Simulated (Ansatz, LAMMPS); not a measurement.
# Glassy 84P2O5-16Fe2O3 (mol %) (127 atoms): geometry optimisation

Wanted: the relaxed structure of glassy 84P2O5-16Fe2O3 (mol %) (127 atoms) and its electronic structure.

Program: Ansatz 0.2.0. Level of theory: Kohn-Sham DFT, LDA, PAW (set soft_2), plane waves. Results are calculated unless marked as measured.

**1. The structure**

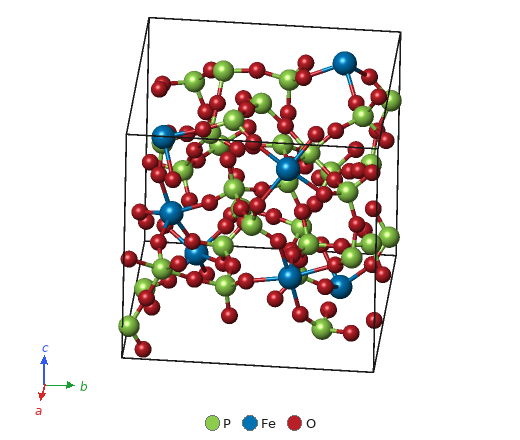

The starting structure, seen slightly off an axis (phosphorus green, iron blue, oxygen red). Bonds to atoms that aren't drawn are left out. Some periodic images of atoms are drawn too.

The cell holds 127 atoms: 32 P, 6 Fe and 89 O. Cell: a = 11.729 Å, b = 11.729 Å, c = 11.729 Å, α = 90.0°, β = 90.0°, γ = 90.0°. 127 atoms (32 P, 6 Fe, 89 O) placed at random at 2.58 g/cm³, melted at 4000 K for 10 ps at fixed volume with the Morse and Coulomb pair potential with partial charges (Pedone, Malavasi, Menziani, Cormack and Segre, J. Phys. Chem. B 110, 11780 (2006)). Quenched from 4000 K to 300 K at 10 K/ps and fixed volume, held 10 ps at zero pressure, then minimised at fixed cell.

What the set-up can't give: The quench rate of 10 K/ps far exceeds what a furnace or splat quench reaches, so expect more defects and frozen-in strain than in a real sample. The starting topology of bonds comes from the classical model. Without a Hubbard term or exact exchange, open shells on Fe are likely too delocalised. Only the Γ point is sampled, in a cell whose shortest periodic width is 12 Å.

**2. Single point at the start**

A single point comes first, to see the forces before anything moves.

input.yaml

```yaml
crystal:
  lattice:
    - [11.72899, 0.0, 0.0]
    - [0.0, 11.72899, 0.0]
    - [0.0, 0.0, 11.72899]
  atoms:
    - { symbol: P, position: [0.85458, 0.87163, 0.72219] }
    - { symbol: P, position: [0.21007, 0.98432, 0.80177] }
    - { symbol: P, position: [0.32195, 0.17207, 0.49392] }
    - { symbol: P, position: [0.05328, 0.18921, 0.75366] }
    [... 117 atom lines left out ...]
    - { symbol: O, position: [0.83964, 0.96561, 0.80762] }
    - { symbol: O, position: [0.09935, 0.01311, 0.14096] }
    - { symbol: O, position: [0.69776, 0.4076, 0.27956] }
    - { symbol: O, position: [0.56322, 0.96356, 0.00216] }
    - { symbol: O, position: [0.26068, 0.82963, 0.5025] }
    - { symbol: O, position: [0.89481, 0.91368, 0.60106] }
magnetization:
  spin_polarized: true
kpoints:
  mp_grid: { grid: [1, 1, 1] }
hamiltonian:
  xc: lda
scf:
  occupations: { method: gaussian, width: 0.05 }
  lower_state_search: "off"
output:
  forces: true
  stress: true
  populations: true
  dos:
    method: { smearing: { sigma: 0.15 } }
    de: 0.1
    projected: { site_lists: { Fe: [Fe], O: [O], P: [P] } }
  eigenvalues: true
```

The run is started by

```console
ansatz run input.yaml --threads 8 --pin off --max-ram 15872MiB --backend cpu --events-out ev --progress --plain --runs-dir out
```

Elapsed: 88 s, on 8 threads of Arm Neoverse V1, shared host; peak memory 4.1 GiB.

Numbers from this run:

| Item | Value |
| --- | --- |
| free energy | -99175.7900 eV |
| free energy per atom | -780.9117 eV/atom |
| SCF cycles | 30 |
| pressure | -5.326 GPa |
| r.m.s. force component | 1.183 eV/Å |
| longest force | 5.35 eV/Å |
| Fermi energy | 4.238 eV |
| gap (highest filled to lowest empty level) | 0.1496 eV |
| total moment | -20 μB |
| absolute moment | 29.75 μB |
| spilling of the projection | 0.01656 |

The r.m.s. force component of 1.2 eV/Å and the pressure of -5.3 GPa set the starting point.

Neighbours are counted within 2.11 Å (O-P), 2.48 Å (O-Fe).

Length of the force by element and coordination:

| element | coordination | atoms | mean length of the force (eV/Å) | spread | least | most |
| --- | --- | --- | --- | --- | --- | --- |
| Fe | all | 6 | 1.06 | 0.479 | 0.358 | 1.78 |
| Fe | 5 | 3 | 0.861 | 0.492 | 0.358 | 1.53 |
| Fe | 6 | 3 | 1.25 | 0.374 | 0.913 | 1.78 |
| O | all | 89 | 1.36 | 0.742 | 0.089 | 3.45 |
| O | 1 | 13 | 1.05 | 0.434 | 0.413 | 1.79 |
| O | 2 | 76 | 1.41 | 0.770 | 0.089 | 3.45 |
| P | all | 32 | 2.92 | 1.10 | 1.04 | 5.35 |
| P | 4 | 28 | 2.97 | 1.06 | 1.42 | 5.35 |
| P | 5 | 4 | 2.56 | 1.32 | 1.04 | 4.51 |

**3. Relaxation**

With the cell held, the atoms are moved downhill towards a nearby minimum.

input.yaml, the sections that differ from step 2:

```yaml
output:
  forces: true
relax:
  f_tol: 0.05
  max_steps: 111
# crystal, magnetization, kpoints, hamiltonian, scf: as in step 2
```

The job ended after 11 min (8 threads; peak memory 4.1 GiB; 84 min of CPU time).

Step by step (22 of 24):

| step | energy less that of the first step (eV) | largest force component (eV/Å) |
| --- | --- | --- |
| 1 | 0.0000 | 5.3447 |
| 2 | -3.0878 | 4.0730 |
| 3 | -6.7344 | 0.8266 |
| 4 | -7.9049 | 0.6497 |
| 5 | -8.3431 | 0.6808 |
| 6 | -8.7764 | 0.3809 |
| 8 | -9.8202 | 0.7538 |
| 9 | -10.1558 | 1.4350 |
| 10 | -10.5177 | 0.5185 |
| 11 | -10.7036 | 0.4071 |
| 12 | -10.6020 | 0.8541 |
| 13 | -10.8385 | 0.2663 |
| 14 | -10.9287 | 0.2155 |
| 15 | -10.9940 | 0.2732 |
| 16 | -11.0404 | 0.2705 |
| 17 | -11.0415 | 0.4353 |
| 19 | -11.1174 | 0.0935 |
| 20 | -11.0612 | 0.6064 |
| 21 | -11.1340 | 0.1118 |
| 22 | -11.1370 | 0.0833 |
| 23 | -11.0866 | 0.3872 |
| 24 | -11.1430 | 0.0484 |

Relaxation steps 12, 20, 23 were tried and not accepted.

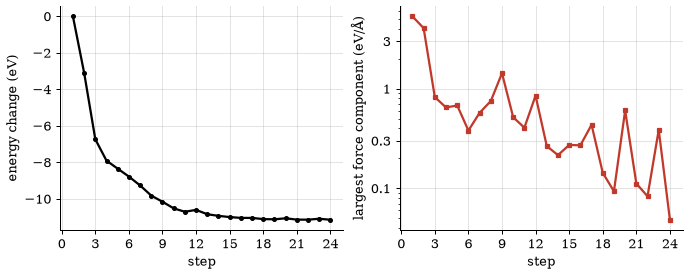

Energy and largest force along the relaxation.

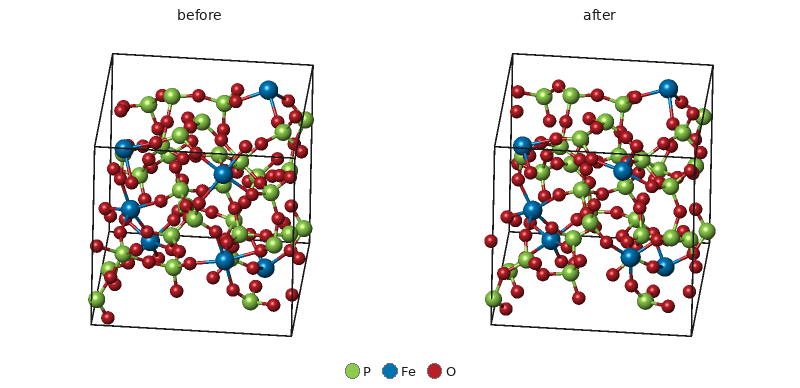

Before and after, at one scale. Bonds to atoms that aren't drawn are left out.

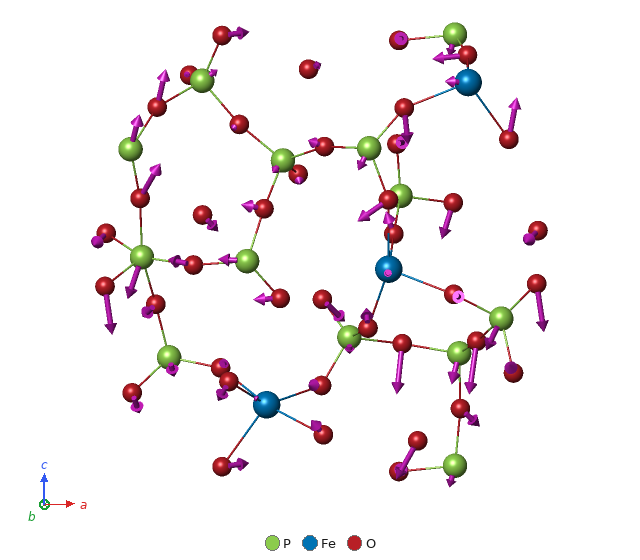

Displacements in the relaxation, exaggerated; the longest in the cell stands for 1.00 Å. Drawn is a slice 4 Å thick, seen along the normal of the ac plane. Bonds to atoms that aren't drawn are left out.

The atoms that moved most (Å):

| atom | dx | dy | dz | length |
| --- | --- | --- | --- | --- |
| O107 | -0.160 | -0.340 | -0.924 | 0.998 |
| O121 | -0.178 | -0.354 | 0.856 | 0.943 |
| O124 | -0.115 | -0.271 | -0.870 | 0.919 |
| O115 | 0.693 | -0.472 | 0.358 | 0.912 |
| O114 | -0.004 | -0.376 | 0.813 | 0.896 |
| O101 | -0.866 | 0.173 | -0.088 | 0.887 |
| O82 | 0.318 | -0.474 | 0.652 | 0.867 |
| O66 | 0.124 | -0.035 | -0.844 | 0.854 |

The relaxation changed the energy by -87.7 meV/atom, and atoms moved by 0.48 Å r.m.s., 1.00 Å at most.

**4. Local order after relaxation**

Bonds before and after, by the cutoffs listed below:

| pair | bonds before | bonds after | mean before (Å) | mean after (Å) | spread before (Å) | spread after (Å) |
| --- | --- | --- | --- | --- | --- | --- |
| O-P | 132 | 129 | 1.550 | 1.550 | 0.063 | 0.067 |
| O-Fe | 33 | 32 | 2.048 | 1.956 | 0.104 | 0.078 |

Density 2.83 g/cm³, 12.71 Å³ an atom.

g(r), total and by pair (bins of 0.2 Å):

| r (Å) | total | O-O | O-P | O-Fe | P-P | P-Fe | Fe-Fe |
| --- | --- | --- | --- | --- | --- | --- | --- |
| 1.40 | 1.40 | 0.00 | 3.96 | 0.00 | 0.00 | 0.00 | 0.00 |
| 1.60 | 2.88 | 0.00 | 8.13 | 0.00 | 0.00 | 0.00 | 0.00 |
| 1.80 | 0.23 | 0.00 | 0.08 | 3.13 | 0.00 | 0.00 | 0.00 |
| 2.00 | 0.46 | 0.00 | 0.06 | 6.69 | 0.00 | 0.00 | 0.00 |
| 2.20 | 0.02 | 0.00 | 0.00 | 0.27 | 0.00 | 0.00 | 0.00 |
| 2.40 | 1.07 | 2.18 | 0.00 | 0.00 | 0.00 | 0.00 | 0.00 |
| 2.60 | 1.73 | 3.50 | 0.00 | 0.17 | 0.00 | 0.00 | 0.00 |
| 2.80 | 0.54 | 0.93 | 0.11 | 0.15 | 0.60 | 0.00 | 0.00 |
| 3.00 | 0.80 | 0.82 | 0.32 | 0.13 | 4.31 | 0.37 | 0.00 |
| 3.20 | 0.82 | 0.74 | 0.83 | 0.12 | 0.77 | 4.50 | 0.00 |
| 3.40 | 0.86 | 0.73 | 1.04 | 0.31 | 0.00 | 4.72 | 0.00 |
| 3.60 | 0.78 | 0.57 | 1.23 | 0.83 | 0.00 | 0.27 | 0.00 |
| 3.80 | 1.17 | 0.78 | 1.96 | 1.07 | 0.34 | 0.00 | 0.00 |
| 4.00 | 1.27 | 0.82 | 2.04 | 1.57 | 0.62 | 0.21 | 0.00 |
| 4.20 | 1.00 | 0.82 | 1.05 | 2.30 | 0.92 | 0.95 | 0.00 |
| 4.40 | 1.11 | 1.11 | 0.89 | 2.05 | 1.60 | 0.36 | 0.00 |
| 4.60 | 1.06 | 1.27 | 0.67 | 1.08 | 1.67 | 0.80 | 0.00 |
| 4.80 | 1.13 | 1.39 | 0.74 | 0.52 | 1.90 | 1.31 | 0.00 |
| 5.00 | 1.02 | 1.29 | 0.71 | 0.34 | 1.15 | 1.46 | 2.85 |
| 5.20 | 1.02 | 1.02 | 0.95 | 0.71 | 1.73 | 1.48 | 0.00 |
| 5.40 | 1.00 | 0.91 | 1.17 | 0.61 | 0.95 | 1.26 | 1.19 |
| 5.60 | 0.99 | 0.93 | 1.10 | 0.88 | 0.84 | 1.29 | 1.17 |
| 5.80 | 0.94 | 0.89 | 0.98 | 1.32 | 0.48 | 1.60 | 1.07 |

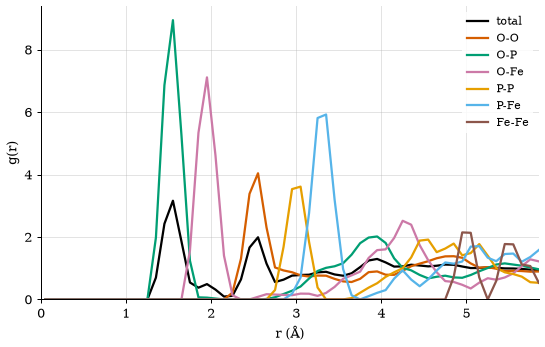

Pair distribution functions, lightly smoothed.

Bonds by pair of elements; cutoffs follow the first minimum of g(r), held within bounds set by covalent radii, and pairs that aren't listed don't count as bonded:

| pair A-B | cutoff (Å) | bonds | mean length (Å) | spread (Å) | shortest (Å) | B about A | A about B |
| --- | --- | --- | --- | --- | --- | --- | --- |
| O-P | 1.93 | 129 | 1.55 | 0.067 | 1.45 | 1.45 | 4.03 |
| O-Fe | 2.43 | 32 | 1.96 | 0.078 | 1.82 | 0.36 | 5.33 |

How many atoms have how many bonded neighbours:

| element | mean | 1 | 2 | 4 | 5 | 6 |
| --- | --- | --- | --- | --- | --- | --- |
| Fe | 5.33 | 0 | 0 | 0 | 4 | 2 |
| O | 1.81 | 17 | 72 | 0 | 0 | 0 |
| P | 4.03 | 0 | 0 | 31 | 1 | 0 |

Bond angles, per cent of each kind in bins of 5°:

| angle (°) | O-P-O | O-Fe-O | P-O-P | Fe-O-P |
| --- | --- | --- | --- | --- |
| 75–80 | 0.0 | 2.9 | 0.0 | 0.0 |
| 80–85 | 0.0 | 14.3 | 0.0 | 0.0 |
| 85–90 | 2.0 | 18.6 | 0.0 | 0.0 |
| 90–95 | 2.5 | 20.0 | 0.0 | 0.0 |
| 95–100 | 5.6 | 2.9 | 0.0 | 0.0 |
| 100–105 | 21.9 | 14.3 | 0.0 | 0.0 |
| 105–110 | 28.1 | 2.9 | 0.0 | 0.0 |
| 110–115 | 17.9 | 0.0 | 0.0 | 0.0 |
| 115–120 | 14.8 | 0.0 | 0.0 | 0.0 |
| 120–125 | 5.1 | 4.3 | 5.0 | 0.0 |
| 125–130 | 1.5 | 0.0 | 7.5 | 9.4 |
| 130–135 | 0.0 | 1.4 | 12.5 | 6.2 |
| 135–140 | 0.0 | 0.0 | 12.5 | 18.8 |
| 140–145 | 0.0 | 0.0 | 20.0 | 9.4 |
| 145–150 | 0.0 | 1.4 | 15.0 | 15.6 |
| 150–155 | 0.0 | 1.4 | 7.5 | 9.4 |
| 155–160 | 0.0 | 2.9 | 10.0 | 3.1 |
| 160–165 | 0.0 | 7.1 | 7.5 | 15.6 |
| 165–170 | 0.0 | 4.3 | 0.0 | 9.4 |
| 170–175 | 0.5 | 1.4 | 2.5 | 3.1 |

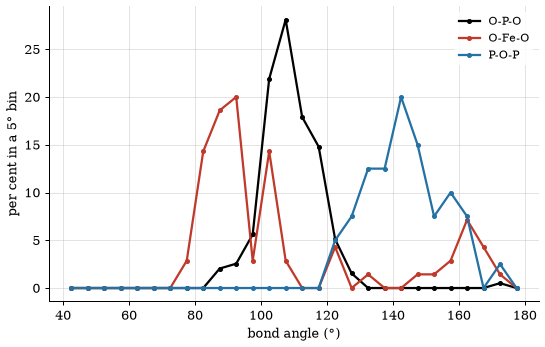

Distributions of the most common bond angles.

Bond angles (no mean is given where the spread exceeds 20°):

| angle | count | mean (°) | spread (°) |
| --- | --- | --- | --- |
| O-P-O | 196 | 109 | 8.8 |
| O-Fe-O | 70 | - | - |
| P-O-P | 40 | 144 | 11.6 |
| Fe-O-P | 32 | 148 | 13.2 |

Oxygen atoms by the number of network formers (Si, P, Ge, B, Al, As, Ga) bound to them:

| network formers bound to O | O atoms | per cent |
| --- | --- | --- |
| 0 | 0 | 0 |
| 1 | 49 | 55.1 |
| 2 | 40 | 44.9 |

Network units: each former by its oxygen neighbours and how many of them bridge to another former:

| former | O neighbours | bridging O | atoms |
| --- | --- | --- | --- |
| P | 4 | 1 | 3 |
| P | 4 | 2 | 13 |
| P | 4 | 3 | 13 |
| P | 4 | 4 | 2 |
| P | 5 | 4 | 1 |

Bond length by coordination (bonds to H left out):

| element | coordination | atoms | mean bond length (Å) |
| --- | --- | --- | --- |
| Fe | 5 | 4 | 1.93 |
| Fe | 6 | 2 | 2.00 |
| O | 1 | 17 | 1.46 |
| O | 2 | 72 | 1.65 |
| P | 4 | 31 | 1.55 |
| P | 5 | 1 | 1.64 |

Rings of the network by King's shortest-path rule, up to 12 atoms, one path for each pair of neighbours; H, halogens, alkali and alkaline-earth atoms are left out, and the last column divides by all other atoms, bonded or not:

| ring size (atoms) | rings | per network atom |
| --- | --- | --- |
| 6 | 3 | 0.024 |
| 8 | 3 | 0.024 |
| 10 | 10 | 0.079 |
| 12 | 20 | 0.157 |

First main peaks of g(r), for some of the pairs, lie near 2.5 Å (O-O), 1.5 Å (O-P), 1.9 Å (O-Fe), 3.0 Å (P-P) and 3.3 Å (P-Fe). With the cutoffs above, 67 % of Fe atoms have 5, 81 % of O atoms have 2 and 97 % of P atoms have 4 bonded neighbours. The O-P-O angle averages 109° with a spread of 9°. Counting bonds to P alone, not to Fe, 45 % of the oxygens join two of these atoms and 55 % one. Rings of 12 atoms are the most common (56 % of those counted); sizes run from 6 to 12, where the search stops.

(Part 1 of 2 ends here.)

[Logs are printed without paths, hosts, clocks, repeated set-up lines and the standing remarks that a program may print on its own settings, such as how far it seeks lower states.]

[Hosts, paths, dates, database ids (printed as entryN), source tags and the programs' standing remarks are cut or masked in the printed files.]
